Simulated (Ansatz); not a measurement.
Electronic density of states of amorphous Zr$_{20}$O$_{43}$La$_{2}$, density 5.42 g/cm³, on a 2×2×2 Γ-centred mesh with a Gaussian width of 0.1 eV; energies count from the Fermi level, whose place inside the gap is arbitrary. Cell and mesh are small, so fine structure isn't converged. Level of theory: PBE, scalar-relativistic without spin-orbit coupling (plane waves to 420 eV, PAW; Ansatz, a program for electronic structure). Sampling: a 2×2×2 Γ-centred mesh; Fermi-Dirac width 0.02 eV; no spin polarisation. At PBE the levels at the filled edge of the gap are localised (band-tail or defect states).

Preparation: random packing, a CHGNet melt and quench, and a DFT relaxation. O atoms were pushed apart under 1.9 Å during the dynamics, to hinder bonds among them. The hot cell started wider than the set density and was brought back towards it in steps. It is the lowest in DFT energy of 2 quenches. It is a model cell: composition and starting density were chosen by hand, and all elements were melted together. No dispersion term was used. Its density started from a set value of 5.43 and ended at 5.42 g/cm³. The quench (nominally 300 K/ps over its main leg) was far faster than any real one, so the model tends to hold more defects than a real film. A cell of this size samples the disorder only roughly. Volume and shape were free in the relaxation.

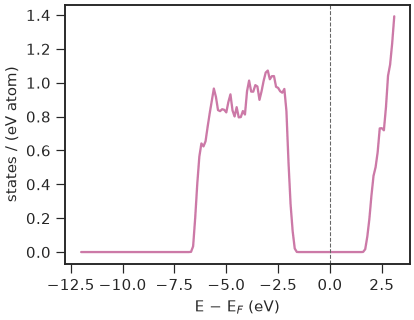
Figure: Density of states per atom

The level gap on this mesh is 3.64 eV; the broadening fills part of it in the curve.
